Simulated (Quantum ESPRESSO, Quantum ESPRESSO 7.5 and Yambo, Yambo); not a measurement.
## A GW chain in Yambo: GaP (F-43m)

Wanted: ground state, empty states, screening and self-energy for GaP (F-43m).

Program: Quantum ESPRESSO 7.5 and Yambo 5.3.0. Level of theory: PBE and many-body steps on it, plane waves. Results are calculated unless marked as measured.

**Experimental background.**

- Gap 2.25 ± 0.04 eV: optical gap from Tauc plot (fundamental, indirect); spectroscopic ellipsometry, Tauc-Lorentz fit and Tauc plot; 300 K; film (GaP layer on Si reference sample) on Si (“Assessment of GaPSb/Si tandem material association properties for photoelectrochemical cells”, 2020, arxiv:2002.02774).

## 1. The starting structure

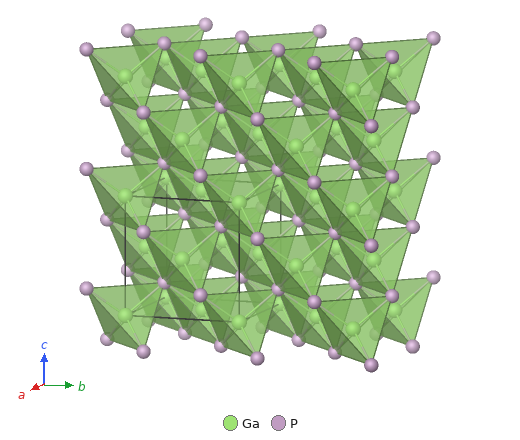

Start, viewed slightly off an axis; gallium green, phosphorus pink. 1×2×2 cells are drawn. This picture shows the conventional cell, with its axes. Some periodic images of atoms are drawn too.

Structure file:

```cif
data_structure
_symmetry_space_group_name_H-M 'P 1'
_symmetry_Int_Tables_number 1
_cell_length_a 3.8541
_cell_length_b 3.8541
_cell_length_c 3.8541
_cell_angle_alpha 60.000
_cell_angle_beta 60.000
_cell_angle_gamma 60.000
_cell_volume 40.48
loop_
_atom_site_label
_atom_site_type_symbol
_atom_site_fract_x
_atom_site_fract_y
_atom_site_fract_z
_atom_site_occupancy
Ga1 Ga 0.00000 0.00000 0.00000 1
P2 P 0.25000 0.25000 0.25000 1
```

The cell and positions come from the Crystallography Open Database and are kept as given unless a step says otherwise.

## 2. Ground state

This step: Quantum ESPRESSO 7.5; DFT, PBE, plane waves, norm-conserving pseudopotentials.

The ground-state density comes first.

File pw.in:

```
&control
  calculation = 'scf'
  prefix = 'x'
  outdir = 'o'
  pseudo_dir = 'pseudo'
/
&system
  ibrav = 0
  nat = 2
  ntyp = 2
  ecutwfc = 104.0
  nbnd = 18
  force_symmorphic = .true.
/
&electrons
  conv_thr = 1e-10
  electron_maxstep = 80
  mixing_beta = 0.5
/
ATOMIC_SPECIES
  Ga 69.723 Ga.upf
  P 30.974 P.upf
CELL_PARAMETERS angstrom
  0.0000000000 2.7252500000 2.7252500000
  2.7252500000 0.0000000000 2.7252500000
  2.7252500000 2.7252500000 0.0000000000
ATOMIC_POSITIONS crystal
  Ga 0.0000000000 0.0000000000 0.0000000000
  P 0.2500000000 0.2500000000 0.2500000000
K_POINTS automatic
  6 6 6 0 0 0
```

Command:

```sh
> OMP_NUM_THREADS=1 mpirun -n 8 pw.x -nk 8 -in pw.in > pw.out
```

Log:

```text
Program PWSCF v.7.5 starts

     This program is part of the open-source Quantum ESPRESSO suite
     for quantum simulation of materials; please cite
         "P. Giannozzi et al., J. Phys.:Condens. Matter 21 395502 (2009);
         "P. Giannozzi et al., J. Phys.:Condens. Matter 29 465901 (2017);
         "P. Giannozzi et al., J. Chem. Phys. 152 154105 (2020);
     in publications or presentations arising from this work. More details at
     Message from routine setup:
     using ibrav=0 with symmetry is DISCOURAGED, use correct ibrav instead

     G-vector sticks info

     bravais-lattice index     =            0
     lattice parameter (alat)  =       7.2832  a.u.
     unit-cell volume          =     273.1780 (a.u.)^3
     number of atoms/cell      =            2
     number of atomic types    =            2
     number of electrons       =        26.00
     number of Kohn-Sham states=           18
     kinetic-energy cutoff     =     104.0000  Ry
     charge density cutoff     =     416.0000  Ry
     scf convergence threshold =      1.0E-10
     mixing beta               =       0.5000
     number of iterations used =            8  plain     mixing
     Exchange-correlation= PBE
                           (   1   4   3   4   0   0   0)

     celldm(1)=   7.283166  celldm(2)=   0.000000  celldm(3)=   0.000000
     celldm(4)=   0.000000  celldm(5)=   0.000000  celldm(6)=   0.000000

     crystal axes: (cart. coord. in units of alat)
               a(1) = (   0.000000   0.707107   0.707107 )
               a(2) = (   0.707107   0.000000   0.707107 )
               a(3) = (   0.707107   0.707107   0.000000 )

     reciprocal axes: (cart. coord. in units 2 pi/alat)
               b(1) = ( -0.707107  0.707107  0.707107 )
               b(2) = (  0.707107 -0.707107  0.707107 )
               b(3) = (  0.707107  0.707107 -0.707107 )
     Pseudo is Norm-conserving + core correction, Zval = 21.0
     Generated using ONCVPSP code by D. R. Hamann
     Using radial grid of 1902 points,  6 beta functions with:
     Pseudo is Norm-conserving + core correction, Zval =  5.0
     Generated using ONCVPSP code by D. R. Hamann
     Using radial grid of 1298 points,  6 beta functions with:
     Ga               21.00    69.72300     Ga( 1.00)
     P                 5.00    30.97400     P ( 1.00)

     24 Sym. Ops. (no inversion) found

   Cartesian axes

     site n.     atom                  positions (alat units)
         1        Ga     tau(   1) = (   0.0000000   0.0000000   0.0000000  )
         2        P      tau(   2) = (   0.3535534   0.3535534   0.3535534  )

     number of k points=    16
                       cart. coord. in units 2pi/alat
        k(    1) = (   0.0000000   0.0000000   0.0000000), wk =   0.0092593
        k(    2) = (   0.1178511   0.1178511  -0.1178511), wk =   0.0740741
        k(    3) = (   0.2357023   0.2357023  -0.2357023), wk =   0.0740741
        k(    4) = (  -0.3535534  -0.3535534   0.3535534), wk =   0.0370370
        k(    5) = (   0.2357023   0.0000000  -0.0000000), wk =   0.0555556
        k(    6) = (   0.3535534   0.1178511  -0.1178511), wk =   0.2222222
        k(    7) = (  -0.2357023  -0.4714045   0.4714045), wk =   0.2222222
        k(    8) = (  -0.1178511  -0.3535534   0.3535534), wk =   0.2222222
        k(    9) = (   0.0000000  -0.2357023   0.2357023), wk =   0.1111111
        k(   10) = (   0.4714045   0.0000000  -0.0000000), wk =   0.0555556
     [... 4 further rows ...]
        k(   15) = (  -0.1178511  -0.3535534   0.5892557), wk =   0.2222222
        k(   16) = (  -0.7071068   0.2357023   0.0000000), wk =   0.1111111

     Dense  grid:    39189 G-vectors     FFT dimensions: (  48,  48,  48)

     Initial potential from superposition of free atoms

     starting charge      25.9972, renormalised to      26.0000
     Starting wfcs are   17 randomized atomic wfcs +    1 random wfcs

     per-process dynamical memory:    31.8 Mb

     Self-consistent Calculation

     iteration #  1     ecut=   104.00 Ry     beta= 0.50

     Threshold (ethr) on eigenvalues was too large:
     Diagonalizing with lowered threshold

     total energy              =    -510.55466141 Ry
     estimated scf accuracy    <       0.07627320 Ry

     iteration #  2     ecut=   104.00 Ry     beta= 0.50

     total energy              =    -510.56714666 Ry
     estimated scf accuracy    <       0.00763561 Ry

     iteration #  3     ecut=   104.00 Ry     beta= 0.50

     total energy              =    -510.56757470 Ry
     estimated scf accuracy    <       0.00140387 Ry

     iteration #  4     ecut=   104.00 Ry     beta= 0.50

     total energy              =    -510.56761401 Ry
     estimated scf accuracy    <       0.00002114 Ry

     iteration #  5     ecut=   104.00 Ry     beta= 0.50

     total energy              =    -510.56761898 Ry
     estimated scf accuracy    <       0.00000134 Ry

     iteration #  6     ecut=   104.00 Ry     beta= 0.50

     total energy              =    -510.56761937 Ry
     estimated scf accuracy    <       0.00000011 Ry

     iteration #  7     ecut=   104.00 Ry     beta= 0.50

     total energy              =    -510.56761939 Ry
     estimated scf accuracy    <       0.00000001 Ry

     iteration #  8     ecut=   104.00 Ry     beta= 0.50

     total energy              =    -510.56761940 Ry
     estimated scf accuracy    <          1.2E-09 Ry

     iteration #  9     ecut=   104.00 Ry     beta= 0.50

     total energy              =    -510.56761940 Ry
     estimated scf accuracy    <          1.8E-10 Ry

     iteration # 10     ecut=   104.00 Ry     beta= 0.50

     End of self-consistent calculation

          k = 0.0000 0.0000 0.0000 (  4909 PWs)   bands (ev):

  -135.1871 -85.9118 -85.9118 -85.9118  -6.3350  -6.3350  -6.3350  -6.2380
    -6.2380  -4.2883   8.2046   8.2046   8.2046  10.0222  12.0913  12.0913
    12.0913  17.0191

          k = 0.1179 0.1179-0.1179 (  4894 PWs)   bands (ev):

  -135.1871 -85.9118 -85.9118 -85.9117  -6.3581  -6.3272  -6.3272  -6.2375
    -6.2375  -3.9320   5.8169   7.8340   7.8340  10.6145  12.6393  12.6393
    13.2293  17.1338

          k = 0.2357 0.2357-0.2357 (  4879 PWs)   bands (ev):

  -135.1870 -85.9118 -85.9118 -85.9117  -6.3986  -6.3147  -6.3147  -6.2336
    -6.2336  -2.9849   2.9975   7.2984   7.2984  10.1008  13.0159  13.0159
    15.7999  17.8134

          k =-0.3536-0.3536 0.3536 (  4910 PWs)   bands (ev):

     [... further k-points ...]

     highest occupied, lowest unoccupied level (ev):     8.2046    9.8577

!    total energy              =    -510.56761940 Ry
     estimated scf accuracy    <          4.2E-12 Ry

     The total energy is the sum of the following terms:
     one-electron contribution =    -463.64771123 Ry
     hartree contribution      =     232.70753687 Ry
     xc contribution           =     -55.84463264 Ry
     ewald contribution        =    -223.78281239 Ry

     convergence has been achieved in  10 iterations

     XML data file, charge density, pseudopotentials, collected wavefunctions

=------------------------------------------------------------------------------=
   JOB DONE.
=------------------------------------------------------------------------------=
```

The job ended after 3.7 s (8 MPI ranks of Arm Neoverse V2, shared host; peak memory 0.63 GiB).

This step gave:

* total energy: -6946.6263 eV
* gap: 1.653 eV
* k of the valence top: 0, 0, 0
* k of the conduction bottom: 0, -0.5, -0.5
* least direct gap: 1.818 eV

The gap is indirect, with the least direct gap 0.16 eV higher.

## 3. Bands along the symmetry lines

Levels along a band path, at the cheap level, show where the edges lie and whether the meshes to come will hold them.

File pw.in:

```
&control
  calculation = 'bands'
  prefix = 'x'
  outdir = 'o'
  pseudo_dir = 'pseudo'
/
&system
  ibrav = 0
  nat = 2
  ntyp = 2
  ecutwfc = 104.0
  nbnd = 19
  force_symmorphic = .true.
/
&electrons
  conv_thr = 1e-9
  electron_maxstep = 80
  diago_full_acc = .true.
  diago_thr_init = 5e-6
/
ATOMIC_SPECIES
  Ga 69.723 Ga.upf
  P 30.974 P.upf
CELL_PARAMETERS angstrom
  0.0000000000 2.7252500000 2.7252500000
  2.7252500000 0.0000000000 2.7252500000
  2.7252500000 2.7252500000 0.0000000000
ATOMIC_POSITIONS crystal
  Ga 0.0000000000 0.0000000000 0.0000000000
  P 0.2500000000 0.2500000000 0.2500000000
K_POINTS crystal
  50
  0.00000000 0.00000000 0.00000000 1
  -0.06250000 -0.06250000 0.00000000 1
  -0.12500000 -0.12500000 0.00000000 1
  -0.18750000 -0.18750000 0.00000000 1
  -0.25000000 -0.25000000 0.00000000 1
  -0.31250000 -0.31250000 0.00000000 1
  -0.37500000 -0.37500000 0.00000000 1
  -0.43750000 -0.43750000 0.00000000 1
  -0.50000000 -0.50000000 0.00000000 1
  -0.48437500 -0.48437500 0.03125000 1
  -0.46875000 -0.46875000 0.06250000 1
  -0.45312500 -0.45312500 0.09375000 1
  -0.43750000 -0.43750000 0.12500000 1
  -0.42187500 -0.42187500 0.15625000 1
  -0.40625000 -0.40625000 0.18750000 1
  -0.39062500 -0.39062500 0.21875000 1
  -0.37500000 -0.37500000 0.25000000 1
  -0.37500000 0.00000000 0.37500000 1
  -0.32812500 0.00000000 0.32812500 1
  -0.28125000 0.00000000 0.28125000 1
  -0.23437500 0.00000000 0.23437500 1
  -0.18750000 0.00000000 0.18750000 1
  -0.14062500 0.00000000 0.14062500 1
  -0.09375000 0.00000000 0.09375000 1
  -0.04687500 0.00000000 0.04687500 1
  0.00000000 0.00000000 0.00000000 1
  0.00000000 0.00000000 0.06250000 1
  0.00000000 0.00000000 0.12500000 1
  0.00000000 0.00000000 0.18750000 1
  0.00000000 0.00000000 0.25000000 1
  0.00000000 0.00000000 0.31250000 1
  0.00000000 0.00000000 0.37500000 1
  0.00000000 0.00000000 0.43750000 1
  -0.00000000 -0.00000000 0.50000000 1
  -0.06250000 -0.03125000 0.46875000 1
  -0.12500000 -0.06250000 0.43750000 1
  -0.18750000 -0.09375000 0.40625000 1
  -0.25000000 -0.12500000 0.37500000 1
  -0.31250000 -0.15625000 0.34375000 1
  -0.37500000 -0.18750000 0.31250000 1
  -0.43750000 -0.21875000 0.28125000 1
  -0.50000000 -0.25000000 0.25000000 1
  -0.50000000 -0.28125000 0.21875000 1
  -0.50000000 -0.31250000 0.18750000 1
  -0.50000000 -0.34375000 0.15625000 1
  -0.50000000 -0.37500000 0.12500000 1
  -0.50000000 -0.40625000 0.09375000 1
  -0.50000000 -0.43750000 0.06250000 1
  -0.50000000 -0.46875000 0.03125000 1
  -0.50000000 -0.50000000 0.00000000 1
```

Log:

```text
[banner, memory and clock lines left out]
Program PWSCF v.7.5 starts

     Atomic positions and unit cell read from directory:
     o/x.save/

     Message from routine setup:
     using ibrav=0 with symmetry is DISCOURAGED, use correct ibrav instead

     G-vector sticks info

     bravais-lattice index     =            0
     lattice parameter (alat)  =       7.2832  a.u.
     unit-cell volume          =     273.1780 (a.u.)^3
     number of atoms/cell      =            2
     number of atomic types    =            2
     number of electrons       =        26.00
     number of Kohn-Sham states=           19
     kinetic-energy cutoff     =     104.0000  Ry
     charge density cutoff     =     416.0000  Ry
     Exchange-correlation= PBE
                           (   1   4   3   4   0   0   0)

     celldm(1)=   7.283166  celldm(2)=   0.000000  celldm(3)=   0.000000
     celldm(4)=   0.000000  celldm(5)=   0.000000  celldm(6)=   0.000000

     crystal axes: (cart. coord. in units of alat)
               a(1) = (   0.000000   0.707107   0.707107 )
               a(2) = (   0.707107   0.000000   0.707107 )
               a(3) = (   0.707107   0.707107   0.000000 )

     reciprocal axes: (cart. coord. in units 2 pi/alat)
               b(1) = ( -0.707107  0.707107  0.707107 )
               b(2) = (  0.707107 -0.707107  0.707107 )
               b(3) = (  0.707107  0.707107 -0.707107 )
     Pseudo is Norm-conserving + core correction, Zval = 21.0
     Generated using ONCVPSP code by D. R. Hamann
     Using radial grid of 1902 points,  6 beta functions with:
     Pseudo is Norm-conserving + core correction, Zval =  5.0
     Generated using ONCVPSP code by D. R. Hamann
     Using radial grid of 1298 points,  6 beta functions with:
     Ga               21.00    69.72300     Ga( 1.00)
     P                 5.00    30.97400     P ( 1.00)

     24 Sym. Ops. (no inversion) found

   Cartesian axes

     site n.     atom                  positions (alat units)
         1        Ga     tau(   1) = (   0.0000000   0.0000000   0.0000000  )
         2        P      tau(   2) = (   0.3535534   0.3535534   0.3535534  )

     number of k points=    50
                       cart. coord. in units 2pi/alat
        k(    1) = (   0.0000000   0.0000000   0.0000000), wk =   0.0400000
        k(    2) = (   0.0000000   0.0000000  -0.0883883), wk =   0.0400000
        k(    3) = (   0.0000000   0.0000000  -0.1767767), wk =   0.0400000
[...]
[... 38 further rows ...]
        k(   49) = (   0.0441942  -0.0000000  -0.7071068), wk =   0.0400000
        k(   50) = (   0.0000000   0.0000000  -0.7071068), wk =   0.0400000

     Dense  grid:    39189 G-vectors     FFT dimensions: (  48,  48,  48)

     The potential is recalculated from file :
     o/x.save/charge-density

     Starting wfcs are   17 randomized atomic wfcs +    2 random wfcs

     Band Structure Calculation

     End of band structure calculation

          k = 0.0000 0.0000 0.0000 (  4909 PWs)   bands (ev):

  -135.1871 -85.9119 -85.9119 -85.9119  -6.3350  -6.3350  -6.3350  -6.2380
    -6.2380  -4.2883   8.2046   8.2046   8.2046  10.0222  12.0913  12.0913
    12.0913  17.0191  17.9322

          k = 0.0000 0.0000-0.0884 (  4925 PWs)   bands (ev):

  -135.1871 -85.9120 -85.9120 -85.9119  -6.3414  -6.3328  -6.3328  -6.2389
[...]
12.3582  17.2971  17.4002

          k = 0.0000 0.0000-0.1768 (  4897 PWs)   bands (ev):

[...]
13.0343  16.2945  18.1743

          k =-0.0000 0.0000-0.2652 (  4905 PWs)   bands (ev):

[...]
k = 0.0000 0.0000-0.3536 (  4865 PWs)   bands (ev):

[...]
k = 0.0000-0.0000-0.4419 (  4897 PWs)   bands (ev):

[...]
k =-0.0000 0.0000-0.5303 (  4884 PWs)   bands (ev):

[...]
k = 0.0000-0.0000-0.6187 (  4888 PWs)   bands (ev):

[...]
k = 0.5303-0.0000-0.5303 (  4914 PWs)   bands (ev):

[...]
k = 0.0000 0.0000 0.0000 (  4909 PWs)   bands (ev):

[...]
k = 0.1326 0.0000-0.7071 (  4894 PWs)   bands (ev):

[...]
k = 0.0884-0.0000-0.7071 (  4884 PWs)   bands (ev):

[...]
k = 0.0442-0.0000-0.7071 (  4886 PWs)   bands (ev):

[...]
18.6220  19.4728  20.3724

          k = 0.0000 0.0000-0.7071 (  4880 PWs)   bands (ev):

  -135.1871 -85.9119 -85.9118 -85.9118  -6.4532  -6.2736  -6.2693  -6.2693
    -6.2157  -1.3230   1.4502   5.5220   5.5221   9.8577  10.0292  18.7819
    18.7820  19.3886  21.1018

     XML data file, pseudopotentials, collected wavefunctions
```

Wall time 3.3 s (8 MPI ranks); peak memory 0.56 GiB.

This step gave:

| Property | Result |
| --- | --- |
| gap | 1.594 eV |
| k of the valence top | 0, 0, 0 |
| k of the conduction bottom | -0.4375, -0.4375, 0 |
| least direct gap | 1.818 eV |

The gap is 1.594 eV, −0.059 eV from the run before at this level.

Electronic bands along the path, in eV, zero at the top of the highest filled band:

```csv
point,band 10,band 11,band 12,band 13,band 14,band 15,band 16,band 17
Γ,-12.49,0.00,0.00,0.00,1.82,3.89,3.89,3.89
X,-9.53,-6.75,-2.68,-2.68,1.65,1.82,10.58,10.58
U,-9.56,-6.55,-3.94,-2.25,2.19,4.80,8.23,8.26
jump to K,-9.56,-6.55,-3.94,-2.25,2.19,4.80,8.23,8.26
Γ,-12.49,0.00,0.00,0.00,1.82,3.89,3.89,3.89
L,-10.43,-6.63,-1.12,-1.12,1.67,4.72,4.72,8.28
W,-9.44,-6.55,-3.57,-3.42,4.70,4.86,6.10,6.15
X,-9.53,-6.75,-2.68,-2.68,1.65,1.82,10.58,10.58
```

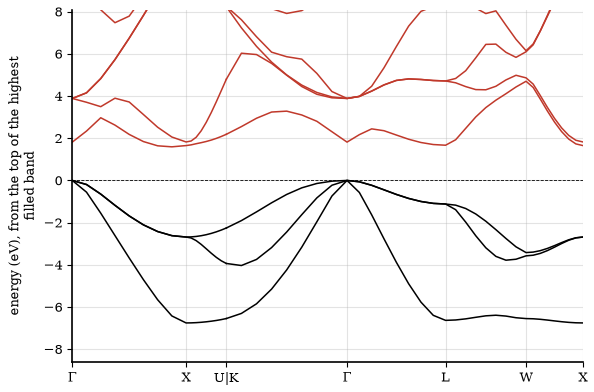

Electronic bands along the path; lines of filled and empty bands in two colours.

[end of part 1 of 3]

[Paths, hosts, dates, memory and timing lines, banners, echoed tables and standing remarks are left out of the program output.]

[Logs are printed without paths, hosts, clocks, repeated set-up lines and the standing remarks that a program may print on its own settings, such as how far it seeks lower states.]

[Runs of the session that timed out or met a known fault of the program may be left out.]

[Hosts, paths, dates, database ids (printed as entryN), source tags and the programs' standing remarks are cut or masked in the printed files.]
